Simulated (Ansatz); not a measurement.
Ni (fcc, Cu type)

```xyz
1
Lattice="0.0000 1.7592 1.7592 1.7592 0.0000 1.7592 1.7592 1.7592 0.0000" Properties=species:S:1:pos:R:3 pbc="T T T"
Ni     0.0000     0.0000     0.0000
```

Equation-of-state scan: isotropic scaling of the cell above, V₀ being its volume. Symmetry pins the atoms to their sites.

The numbers are results of PBE (plane waves to 420 eV, PAW, scalar-relativistic; Ansatz, an electronic-structure program), not measurements. k mesh 23×23×23 (Γ-centred), Fermi-Dirac smearing 0.05 eV. Energies are smeared free energies. Ni was relaxed with its symmetry unable to fall. Relaxed Ni ends ferromagnetic. The magnetic order is the one the run started from; other orders were not tried. ΔE is measured from the relaxed starting cell.

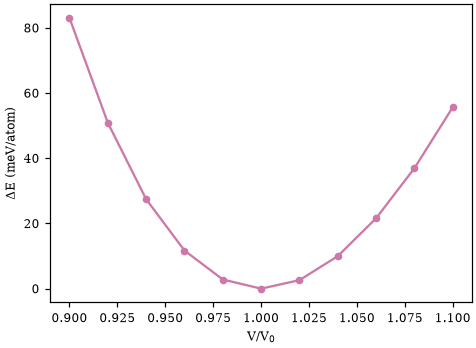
ΔE (meV/atom) against V/V₀; one marker a computed point.

What is ΔE at V/V₀ = 0.900?

About 83 meV/atom.

What bulk modulus B₀ follows from a third-order Birch-Murnaghan fit?

About 200 GPa.

What is ΔE at V/V₀ = 1.100?

About 56 meV/atom.

(A scan under strain: stresses follow from slopes of the energy per volume, elastic moduli from its curvatures.)
